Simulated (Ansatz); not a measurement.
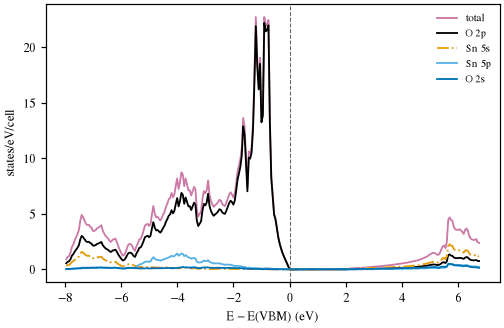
Figure: Total and projected density of states of SnO₂ (rutile, P4_2/mnm), plane-wave PAW r²SCAN (Ansatz code)

Question: Which orbitals carry the states next to the gap?

Answer: Top 1 eV of the valence band: O 2p 98 %. Bottom 1 eV of the conduction band: Sn 5s 57 %, O 2s 25 %, O 2p 14 %. Projections are on Löwdin-orthogonalised atomic valence shells; empty p or d shells of many metals are not among them.

Question: Where is the tallest occupied peak in this window, and what makes it?

Answer: Near -1.2 eV, about 23 states/eV per cell; the largest projected share is O 2p.

The r²SCAN relaxation kept the symmetry of its start. Scalar-relativistic: spin–orbit coupling is off unless named, which matters more the heavier the elements.

Potentials: the earlier of the program's two PAW sets.
